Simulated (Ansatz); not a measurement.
# C2H3F2Si (SMILES [H]/[C]=C\[SiH](F)F) at UHF/3-21G

What is the vertical doublet–quartet gap of C2H3F2Si at UHF/3-21G? 

The results are computed with Ansatz 0.2.0.

50 further runs of the same task are left out: 50 set aside as unsound or not needed.

### 1 The molecule

The species is C2H3F2Si (8 atoms), meant as a doublet with charge 0. SMILES: `[H]/[C]=C\[SiH](F)F`. The shape is that of a PBE0-D4/def2-TZVP optimisation. This is one conformer, not always the lowest.

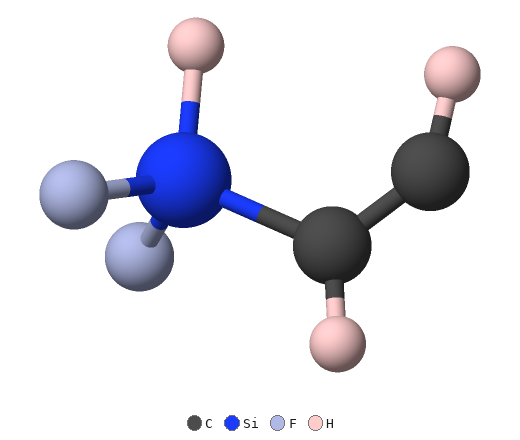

The structure, seen from a chosen angle (carbon dark grey, silicon blue, fluorine light blue, hydrogen pink).

### 2 The energy at UHF/3-21G

in.yaml

```yaml
crystal:
  periodic: [false, false, false]
  atoms:
    - {symbol: C, position_ang: [0.855200, 0.475100, 1.494400]}
    - {symbol: C, position_ang: [0.948700, 0.119800, 0.241900]}
    - {symbol: Si, position_ang: [-0.602400, -0.240700, -0.691900]}
    - {symbol: F, position_ang: [-0.572000, -1.723000, -1.260300]}
    - {symbol: F, position_ang: [-0.719900, 0.713400, -1.955600]}
    - {symbol: H, position_ang: [0.063700, 0.635800, 2.215100]}
    - {symbol: H, position_ang: [1.921500, 0.036900, -0.245900]}
    - {symbol: H, position_ang: [-1.802600, -0.074200, 0.146400]}
basis:
  gaussian:
    orbitals: 3-21G.json
output: {orbitals: {seedname: orbitals}}
hamiltonian:
  xc: hf
accuracy: high
magnetization:
  spin_polarized: true
  initial_magnetization: 1
total_charge: 0
```

The basis set 3-21G is read from a file made from the Basis Set Exchange's data (not shown).

Command:

```
ansatz run in.yaml --threads 1 --pin off --max-ram 3480MiB --events-out events.jsonl --progress --plain --runs-dir runs
```

Output:

```text
Warning: RAYON_NUM_THREADS=1 ignored (pool sized by the plan → 1); use --threads N
Functional definition: HF
  name "HF"
  exchange = exact_x
  correlation = 0
1253 factors; integrals over basis functions are off by at most 7.1e-9 eV
mean field evaluation 1: about -15298.3674 eV, gradient 2.4e1 eV
mean field evaluation 2: about -15298.3727 eV, gradient 2.4e1 eV
mean field evaluation 4: about -15301.1470 eV, gradient 2.5e0 eV
mean field evaluation 8: about -15301.3386 eV, gradient 6.2e-1 eV
mean field evaluation 16: about -15301.3921 eV, gradient 5.6e-6 eV
mean field -15301.39209350 eV, -562.3157877799 hartree, gradient 2.1e-8 eV, S^2 0.959446; 0 other end points of the search recorded, 0 dependent functions left out
reference -15301.39209350 eV, -562.3157877799 hartree; 24, 23 occupied and 31, 32 virtual orbitals, 1253 factors
Total energy: -15301.39209350 eV, -562.3157877799 hartree
```

It took 1 s on 1 thread of Arm Neoverse V2, shared host; peak memory 0.16 GiB.

### 3 The quartet

job.yaml

```yaml
crystal:
  periodic: [false, false, false]
  atoms:
    - {symbol: C, position_ang: [0.855200, 0.475100, 1.494400]}
    - {symbol: C, position_ang: [0.948700, 0.119800, 0.241900]}
    - {symbol: Si, position_ang: [-0.602400, -0.240700, -0.691900]}
    - {symbol: F, position_ang: [-0.572000, -1.723000, -1.260300]}
    - {symbol: F, position_ang: [-0.719900, 0.713400, -1.955600]}
    - {symbol: H, position_ang: [0.063700, 0.635800, 2.215100]}
    - {symbol: H, position_ang: [1.921500, 0.036900, -0.245900]}
    - {symbol: H, position_ang: [-1.802600, -0.074200, 0.146400]}
basis:
  gaussian:
    orbitals: 3-21G.json
hamiltonian:
  xc: hf
magnetization:
  spin_polarized: true
  initial_magnetization: 3
output: {orbitals: {seedname: orbitals}}
accuracy: high
```

The basis set 3-21G is read from a file made from the Basis Set Exchange's data (not shown).

Command:

```
ansatz run job.yaml --threads 1 --pin off --max-ram 3480MiB --events-out events.jsonl --progress --plain --runs-dir runs
```

Output:

```text
Warning: RAYON_NUM_THREADS=1 ignored (pool sized by the plan → 1); use --threads N
[... 4 set-up lines as earlier in the session ...]
1253 factors; integrals over basis functions are off by at most 7.1e-9 eV
mean field evaluation 1: about -15294.5508 eV, gradient 2.4e1 eV
mean field evaluation 2: about -15294.5566 eV, gradient 2.4e1 eV
mean field evaluation 4: about -15297.7198 eV, gradient 3.1e0 eV
mean field evaluation 8: about -15297.8786 eV, gradient 1.4e-1 eV
mean field -15297.87900916 eV, -562.1866843118 hartree, gradient 2.1e-8 eV, S^2 3.768306; 0 other end points of the search recorded, 0 dependent functions left out
reference -15297.87900916 eV, -562.1866843118 hartree; 25, 22 occupied and 30, 33 virtual orbitals, 1253 factors
Total energy: -15297.87900916 eV, -562.1866843118 hartree
```

Wall time 0.93 s (1 thread of Arm Neoverse V2, shared host); peak memory 0.16 GiB.

### 4 What came out

At UHF/3-21G:

| quantity | value |
| --- | --- |
| doublet: total energy | -562.31579 Eh |
| doublet: HOMO energy (highest over α and β) | -10.86 eV |
| doublet: LUMO energy (lowest over α and β) | 3.07 eV |
| doublet: ⟨S²⟩ | 0.959 |
| quartet: total energy | -562.18668 Eh |
| quartet: HOMO energy (highest over α and β) | -7.81 eV |
| quartet: LUMO energy (lowest over α and β) | 0.09 eV |
| quartet: ⟨S²⟩ | 3.768 |
| vertical energy of the quartet above the doublet | 3.513 eV |

What this shows: At this shape the quartet lies 3.51 eV (339 kJ/mol) above the doublet. ⟨S²⟩ (doublet) is 0.96 where a pure doublet has 0.75: the reference is spin-contaminated.
